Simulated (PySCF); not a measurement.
# C4H7N3Si: electronic excitations

Wanted: the electronic excitations of C4H7N3Si (`Cc1nnncc1[SiH3]`), by calculation.

Programs: PySCF 2.14.0, with density-fitted response routines of our own. Each step states its level of theory. These are calculated values for one molecule in the gas phase, unless marked as measured. Atoms count from 0, in the outputs and in this text.

## (1) The starting structure

15 atoms, charge 0, multiplicity 1; geometry from: GFN2-xTB.

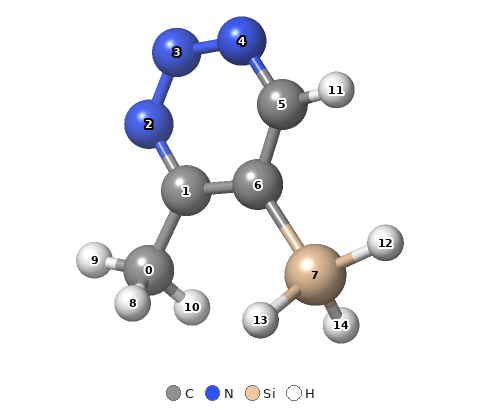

The starting geometry (carbon grey, nitrogen blue, silicon light orange, hydrogen white), atoms numbered.

## (2) Excited states and response: B3LYP/def2-SVPD

What the job is given:

```
{"job": {"kind": "uv", "xc": "B3LYP", "basis": "def2-SVPD", "nstates": 8, "ntriplets": 3}, "charge": 0, "multiplicity": 1}
C     -0.550322    -1.862386     0.153674
C      0.504738    -0.819633     0.028934
N      1.763696    -1.248645    -0.005466
N      2.747695    -0.422806    -0.112745
N      2.568404     0.851050    -0.190591
C      1.339781     1.349110    -0.160666
C      0.207167     0.549131    -0.049510
Si    -1.541781     1.259310    -0.009636
H     -1.222637    -1.815733    -0.701271
H     -0.088911    -2.844860     0.200381
H     -1.138737    -1.692094     1.053674
H      1.272018     2.426849    -0.229773
H     -1.423972     2.711550    -0.112835
H     -2.281814     0.702702    -1.142394
H     -2.159737     0.864447     1.256312
```

With the program's defaults for keys left out, this is: TDDFT B3LYP/def2-SVPD, vertical, gas phase, core orbitals frozen in the response.

Run with:

```
> OMP_NUM_THREADS=1 python probes_run.py task.json out
```

The driver reads the jobs from task.json and runs them one after another.

Standard output:

```text
coarse grid: 13496 points
cycle   1  E = -609.8897234237  dE =  1.199e+00  |g| = 4.213e-01  |ddm| = 7.217e+00
cycle   2  E = -609.8890693224  dE =  6.541e-04  |g| = 4.353e-01  |ddm| = 2.284e+00
cycle   3  E = -609.9273830679  dE = -3.831e-02  |g| = 1.302e-01  |ddm| = 9.066e-01
cycle   4  E = -609.9306304574  dE = -3.247e-03  |g| = 4.687e-02  |ddm| = 3.471e-01
cycle   5  E = -609.9311060054  dE = -4.755e-04  |g| = 1.371e-02  |ddm| = 1.074e-01
cycle   6  E = -609.9311405949  dE = -3.459e-05  |g| = 6.481e-03  |ddm| = 3.605e-02
cycle   7  E = -609.9311511416  dE = -1.055e-05  |g| = 8.985e-04  |ddm| = 1.507e-02
cycle   8  E = -609.9311513310  dE = -1.894e-07  |g| = 3.540e-04  |ddm| = 2.755e-03
final grid: 127344 points
cycle   9  E = -610.0174899678  dE = -4.185e-05  |g| = 4.238e-03  |ddm| = 1.666e-01
cycle  10  E = -610.0174878538  dE =  2.114e-06  |g| = 5.197e-03  |ddm| = 3.058e-02
cycle  11  E = -610.0174946046  dE = -6.751e-06  |g| = 1.199e-03  |ddm| = 1.620e-02
cycle  12  E = -610.0174949768  dE = -3.722e-07  |g| = 2.426e-04  |ddm| = 2.512e-03
cycle  13  E = -610.0174949883  dE = -1.155e-08  |g| = 1.321e-04  |ddm| = 7.103e-04
cycle  14  E = -610.0174949919  dE = -3.544e-09  |g| = 2.022e-05  |ddm| = 2.487e-04
cycle  15  E = -610.0174949920  dE = -9.209e-11  |g| = 6.583e-06  |ddm| = 6.561e-05
converged SCF energy = -610.0174949920

Static polarisability (au): isotropic 91.797, principal 63.121 100.148 112.122

Singlet excitations
state   eV       nm        f      main configurations
  1   3.1221    397.1   0.00437   H->L 1.00
  2   3.5895    345.4   0.00000   H->L+1 0.97
  3   3.8542    321.7   0.00002   H-1->L 0.96
  4   4.3711    283.6   0.00466   H-1->L+1 0.99
  5   5.6879    218.0   0.00193   H->L+2 0.99
  6   5.7692    214.9   0.00797   H-3->L 0.40, H-2->L+1 0.36, H-2->L 0.19
  7   6.1679    201.0   0.09057   H-2->L 0.65, H-2->L+1 0.12, H-3->L 0.09
  8   6.2464    198.5   0.06087   H->L+3 0.91

Triplet excitations (Tamm-Dancoff, eV): 2.3229 3.1607 3.6130
```

It took 44 s on 1 thread of Arm Neoverse V1, shared host; peak memory 0.89 GiB.

Frontier orbitals and where they lie:

```tsv
orbital	eV	atoms
HOMO−3	-9.24	N2 26 %, C5 21 %, N4 19 %
HOMO−2	-8.72	C6 25 %, C1 18 %, N3 13 %
HOMO−1	-7.48	N4 36 %, N2 36 %, C5 7 %
HOMO	-6.63	N3 44 %, N4 20 %, N2 20 %
LUMO	-2.23	N3 25 %, C6 22 %, N4 12 %
LUMO+1	-1.73	C5 22 %, C1 21 %, N2 18 %
LUMO+2	-0.27	Si7 36 %, H13 9 %, H14 9 %
```

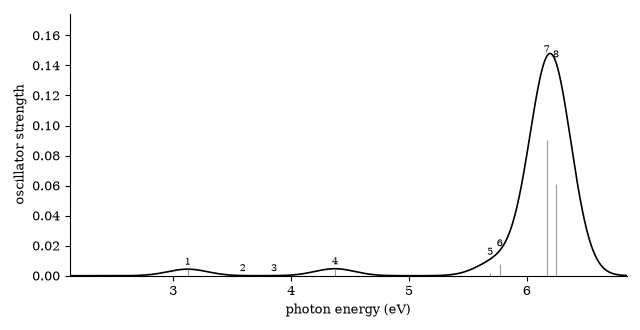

Absorption spectrum from the 8 singlet states computed; above the last one it falls off for lack of states. Lines are broadened to a width of 0.40 eV (Gaussian).

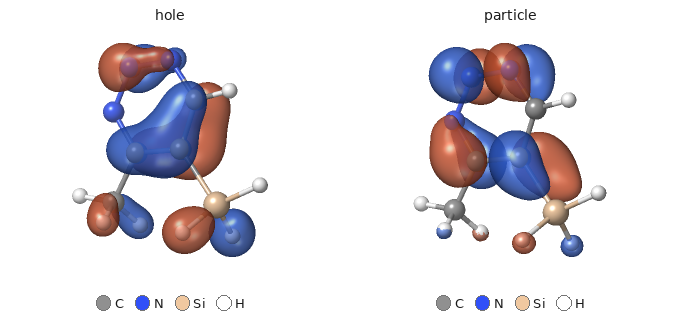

Leading natural transition orbitals of singlet state 7: the electron leaves the hole (left) for the particle orbital (right).

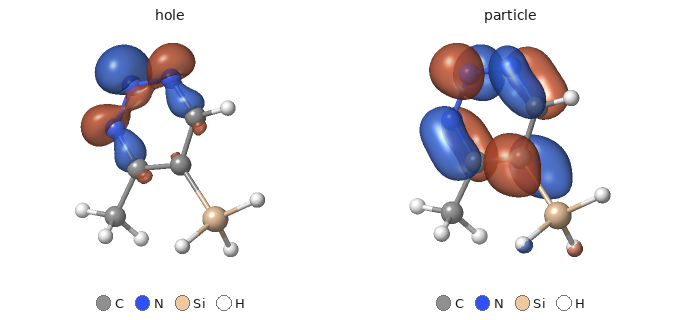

Leading natural transition orbitals of singlet state 1: the electron leaves the hole (left) for the particle orbital (right).

Ground-state properties from the same run:

```tsv
property	computed
dipole moment (D)	5.26
polarisability (Å³)	13.60
HOMO–LUMO gap (eV)	4.40
−ε(HOMO) (eV)	6.63
```

Orbitals, density, ELF and potential are computed afterwards from the orbital file.

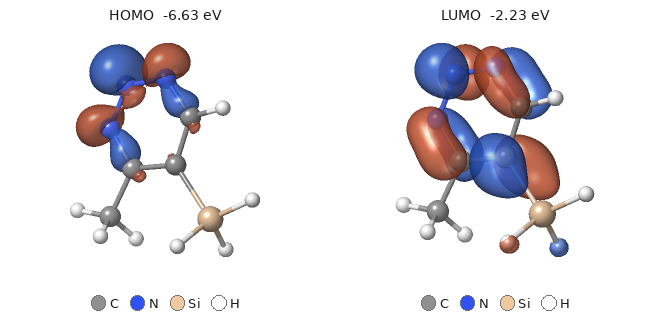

Frontier orbitals at B3LYP/def2-SVPD; each surface holds 70 % of the orbital's density, blue and red mark the sign.

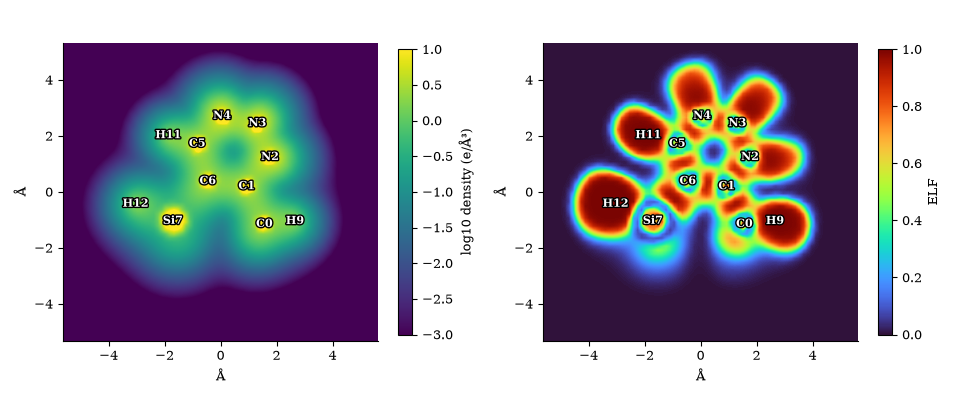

Density (left) and ELF (right) in a plane through or near 11 of the atoms.

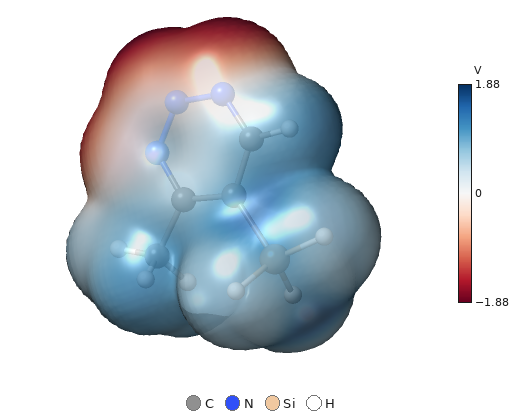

Electrostatic potential on the surface of density 0.002 e/bohr³; red is low, blue high. It runs, from the 1st to the 99th percentile, from -1.88 V near N3 to 1.54 V near H12.

## (3) What came out

```
                                quantity                        value
        lowest singlet (B3LYP/def2-SVPD)  3.12 eV (397 nm), f = 0.004
brightest single state of those computed  state 7, 6.17 eV, f = 0.091
                          lowest triplet                      2.32 eV
   surface potential, 1st and 99th percentile           -1.88 V and 1.54 V
```

In words: The lowest singlet, at 3.12 eV, is HOMO→LUMO 1.00 and is weak; of the 8 states computed, the strongest absorption comes from state 7 at 6.17 eV (the last state computed is bright too, and its partners may lie past the list). The lowest triplet lies 0.80 eV below the lowest singlet (triplets in Tamm-Dancoff, singlets in full TDDFT). At B3LYP/def2-SVPD, counted by nearest atom on the grid, the HOMO lies on N3 45 %; N2, N4 about 19 % each, the LUMO on N3 28 %; C6 25 %.
